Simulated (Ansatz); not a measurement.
Band structure of Rh (Fm-3m, 1 atom in the cell).

```
Rh
1.0
    0.00000     1.90000     1.90000
    1.90000     0.00000     1.90000
    1.90000     1.90000     0.00000
Rh
1
Cartesian
  0.00000   0.00000   0.00000
```

Level of theory: PBE (plane waves, PAW; Ansatz, a quantum-chemistry and plane-wave program).

Settings: kpoints.mp_grid.grid = 15 15 15; hamiltonian.xc = pbe; hamiltonian.pseudopotentials = {kind: paw} (the program's default PAW files); scf.occupations.method = gaussian; scf.occupations.width = 0.2 eV; kpoints.band_path.npoints = 8.

The starting cell has typed, rounded lattice constants, without a prior relaxation at this level. Spin polarisation is off.

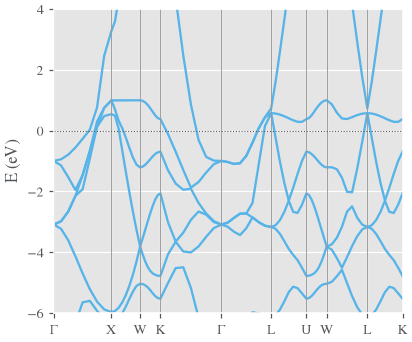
Figure: Bands along the path, energies from the Fermi level.

Levels in eV from the Fermi level, bands 5 to 12:
| point | 5 | 6 | 7 | 8 | 9 | 10 | 11 | 12 |
|---|---|---|---|---|---|---|---|---|
| Γ | -7.98 | -3.09 | -3.09 | -3.09 | -1.00 | -1.00 | 15.80 | 21.15 |
| X | -6.34 | -5.97 | 0.54 | 0.99 | 0.99 | 3.27 | 12.28 | 13.29 |
| W | -5.04 | -3.81 | -3.81 | -1.21 | 0.99 | 9.64 | 9.64 | 11.25 |
| K | -5.53 | -4.78 | -2.07 | -0.70 | 0.38 | 7.89 | 8.62 | 12.05 |
| L | -6.14 | -3.17 | -3.17 | 0.57 | 0.57 | 0.73 | 8.66 | 15.35 |
| U | -5.53 | -4.78 | -2.07 | -0.70 | 0.38 | 7.89 | 8.62 | 12.05 |

Bands cross the Fermi level along this path, so the cell is metallic at this level.

Keys are those of Ansatz 0.2.
